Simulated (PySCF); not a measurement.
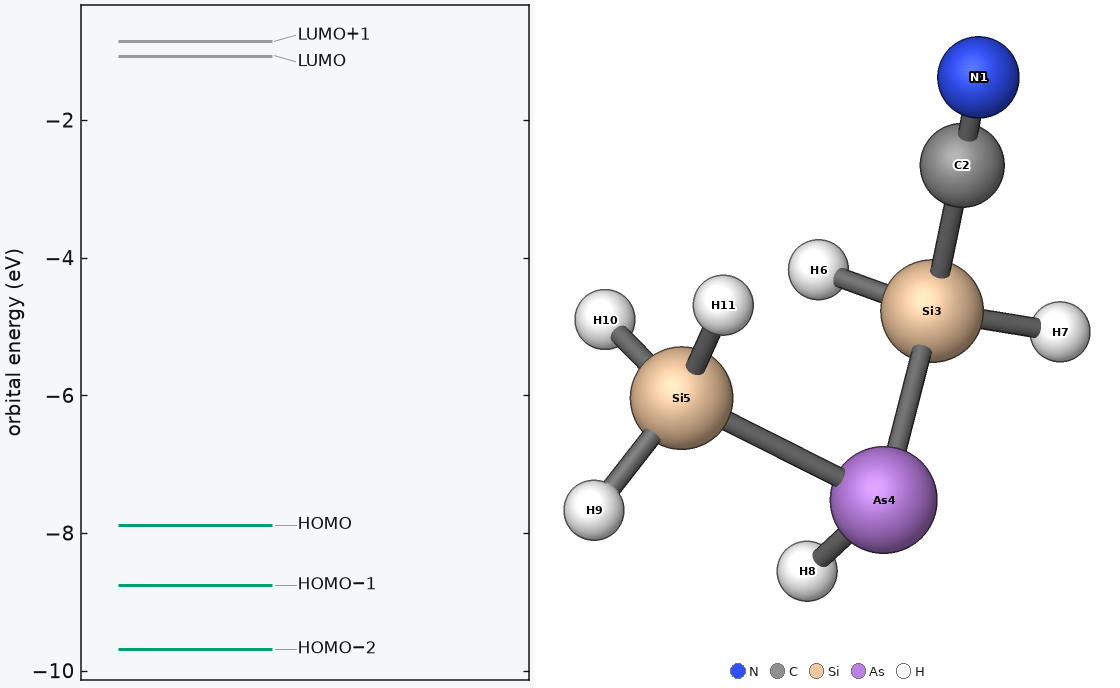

CH₆AsNSi₂, SMILES N#C[SiH2][AsH][SiH3]. Kohn-Sham orbital energies near the frontier, PBE0/aug-cc-pVDZ in PySCF 2.14.0, at a PBE0-D3(BJ)/def2-SVP geometry (no frequency check), isolated molecule; empty levels in grey, levels within 0.03 eV side by side.

Q: Where do the frontier orbitals lie?

A: HOMO at −7.88 eV, LUMO at −1.07 eV, 6.81 eV apart.

Q: List the levels with the atoms that carry most of them (a dash for levels above zero or within 0.03 eV of another, where shares mean little).

A:
```csv
orbital,energy (eV),Löwdin shares
LUMO+1,−0.86,"Si3 21 %, C2 18 %, As4 16 %"
LUMO,−1.07,"Si3 26 %, As4 18 %, C2 18 %"
HOMO,−7.88,"As4 64 %, Si5 12 %, Si3 9 %"
HOMO−1,−8.76,"As4 37 %, Si3 18 %, Si5 18 %"
HOMO−2,−9.69,"As4 19 %, N1 18 %, Si5 16 %"
```

Caveats: one conformer of a flexible molecule.
